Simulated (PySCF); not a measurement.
NMR shielding calculation of C$_{4}$H$_{5}$FOSi

System: C$_{4}$H$_{5}$FOSi, SMILES C#CC(=C)O[SiH2]F.
Method: GIAO BP86/pcSseg-1 NMR shielding, non-relativistic, gas phase (PySCF 2.14.0).

The geometry comes from this level: PBE0-D3(BJ)/def2-SVP. Figures and captions count atoms from 1; the log counts them from 0 in places.

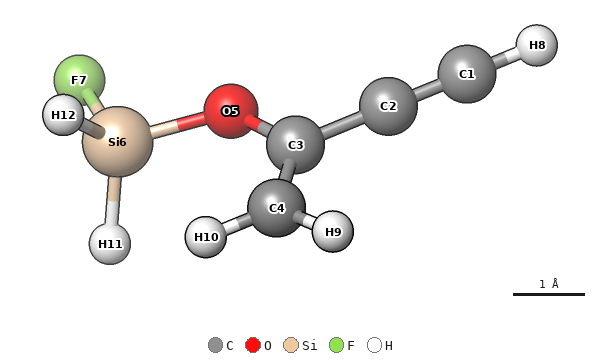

The structure as given in the input (ball-and-stick view, seen at a tilt; atoms are numbered from 1 in the order of the input). Bond lengths as drawn: C–C 1.21 to 1.43 Å, C–H 1.07 to 1.09 Å, C–O 1.35 Å, F–Si 1.61 Å, H–Si 1.48 Å and O–Si 1.67 Å.

## Key numbers

- outcome: converged
- total energy: −619.974227 hartree
- HOMO: −6.10 eV
- LUMO: −1.97 eV
- dipole moment: 1.76 D
- isotropic shielding, C: 34.9 to 98.7 ppm
- isotropic shielding, O: 182.7 ppm
- isotropic shielding, Si: 355.3 ppm
- isotropic shielding, F: 346.2 ppm
- isotropic shielding, H: 25.9 to 28.5 ppm
- hardware: 1 CPU thread, shared host
- wall time: 21 s
- peak memory: 0.78 GiB

## Input
```
{"job": {"kind": "nmr", "xc": "BP86", "basis": "pcSseg-1", "pop": false}, "charge": 0, "multiplicity": 1}
C      2.003302     1.591161     0.662146
C      1.183596     0.773222     0.305246
C      0.215417    -0.194547    -0.120511
C      0.570321    -1.330902    -0.745975
O     -1.058648     0.158090     0.170213
Si    -2.468090    -0.639455    -0.220456
F     -3.649899     0.295025     0.349454
H      2.728056     2.318919     0.978298
H      1.621177    -1.538921    -0.943157
H     -0.168425    -2.069299    -1.067425
H     -2.606259    -0.745200    -1.694463
H     -2.528863    -1.953267     0.466596
```

The first line tells a small driver script what to run in PySCF; the rest is the geometry in Å.

Run as:
```bash
OMP_NUM_THREADS=1 python <driver script> task.json out
```

## Log
```
coarse grid: 11240 points
cycle   1  E = -619.7297298003  dE =  8.390e-01  |g| = 9.497e-01  |ddm| = 3.481e+00
cycle   2  E = -619.2733635489  dE =  4.564e-01  |g| = 1.864e+00  |ddm| = 3.137e+00
cycle   3  E = -619.8763108148  dE = -6.029e-01  |g| = 2.776e-01  |ddm| = 2.550e+00
cycle   4  E = -619.8890080906  dE = -1.270e-02  |g| = 1.472e-01  |ddm| = 3.880e-01
cycle   5  E = -619.8937874167  dE = -4.779e-03  |g| = 5.706e-02  |ddm| = 1.642e-01
cycle   6  E = -619.8946243299  dE = -8.369e-04  |g| = 1.233e-02  |ddm| = 6.506e-02
cycle   7  E = -619.8946271299  dE = -2.800e-06  |g| = 1.149e-02  |ddm| = 1.695e-02
cycle   8  E = -619.8946630175  dE = -3.589e-05  |g| = 1.329e-03  |ddm| = 9.114e-03
cycle   9  E = -619.8946634136  dE = -3.961e-07  |g| = 4.710e-04  |ddm| = 1.631e-03
final grid: 106432 points
cycle  10  E = -619.9742135193  dE = -2.369e-05  |g| = 9.085e-03  |ddm| = 5.165e-02
cycle  11  E = -619.9741588759  dE =  5.464e-05  |g| = 1.950e-02  |ddm| = 2.249e-02
cycle  12  E = -619.9742242929  dE = -6.542e-05  |g| = 2.879e-03  |ddm| = 1.900e-02
cycle  13  E = -619.9742266888  dE = -2.396e-06  |g| = 8.337e-04  |ddm| = 3.519e-03
cycle  14  E = -619.9742268305  dE = -1.418e-07  |g| = 2.306e-04  |ddm| = 7.500e-04
cycle  15  E = -619.9742268430  dE = -1.250e-08  |g| = 9.499e-05  |ddm| = 2.560e-04
cycle  16  E = -619.9742268450  dE = -1.995e-09  |g| = 4.293e-05  |ddm| = 8.841e-05
cycle  17  E = -619.9742268455  dE = -4.463e-10  |g| = 7.385e-06  |ddm| = 3.418e-05
```

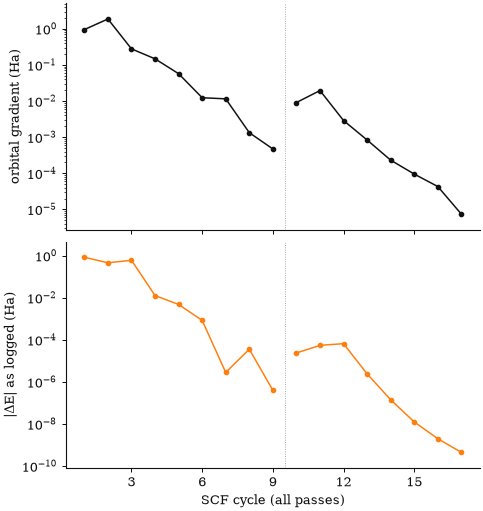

Convergence of the self-consistent field: orbital gradient and size of the energy change against the SCF cycle. The dotted line marks the change from a coarse to the final integration grid. The first 9 cycles use a coarse grid, the final grid takes over at cycle 10, and the field converges after 17 cycles in all.

```
converged SCF energy = -619.9742268455

GIAO shielding tensors (ppm)
atom      isotropic    diamagn.    paramagn.     s11        s22        s33       span
  0 C       98.710     258.775    -160.065     37.835     43.502    214.791    176.956
  1 C       96.950     252.812    -155.862     -1.866      2.885    289.831    291.696
  2 C       34.871     251.970    -217.098    -61.023     69.555     96.081    157.104
  3 C       76.340     256.881    -180.542    -16.217    102.949    142.287    158.504
  4 O      182.731     399.209    -216.477    134.597    201.311    212.286     77.689
  5 Si     355.323     877.869    -522.545    329.317    354.073    382.581     53.264
  6 F      346.172     465.814    -119.643    271.918    361.434    405.163    133.244
  7 H       28.491      32.879      -4.388     24.587     24.685     36.201     11.614
  8 H       26.458      29.955      -3.497     24.596     24.852     29.927      5.331
  9 H       26.937      31.088      -4.151     23.975     25.353     31.482      7.507
 10 H       25.939      28.222      -2.283     22.821     24.399     30.596      7.775
 11 H       25.915      28.194      -2.279     22.702     24.394     30.649      7.947
```

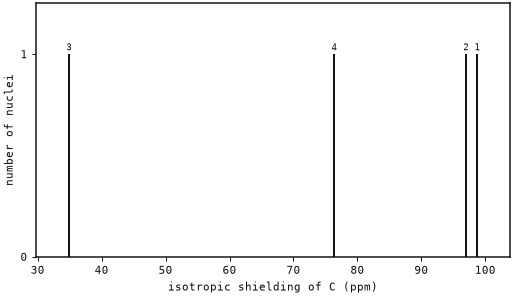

Isotropic shieldings of the carbon nuclei in this fixed geometry, labelled by atom number; shielding grows to the right, so chemical shift grows to the left. The least shielded is C3 (34.9 ppm), the most shielded C1 (98.7 ppm).
